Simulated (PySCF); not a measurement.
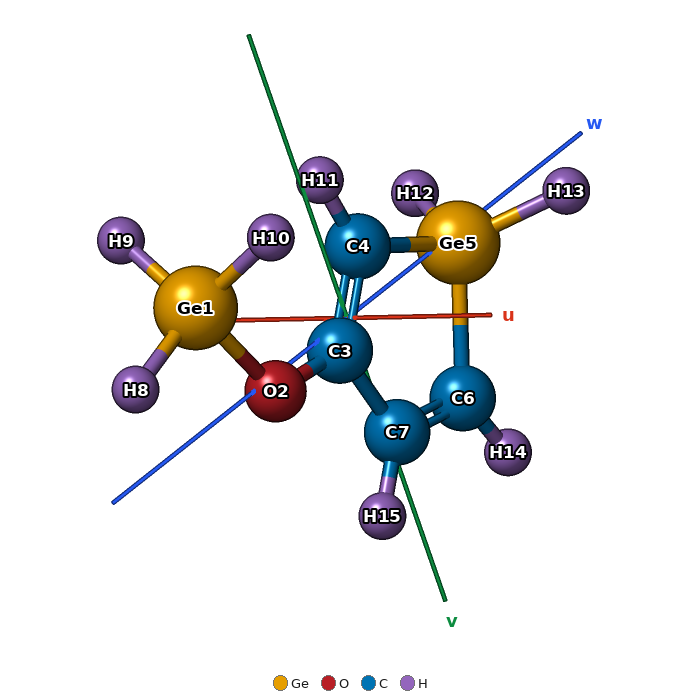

The lines u, v and w are the principal axes of the static dipole polarisability. Computed geometry: PBE0-D3(BJ)/def2-SVP optimisation. No frequency run is at hand to confirm it as a minimum. Computed with B3LYP/def2-SVPD in acetone (IEF-PCM) (PySCF 2.14.0).

Question: Along which axis is the molecule most polarisable, and along which least?

Answer: Most along w (nearly parallel to the O2–C3 bond), least along u.

Question: Give the three principal values.

Answer: u 117.2, v 147.3, w 188.4 bohr³; mean 151.0, anisotropy 62.0 bohr³.
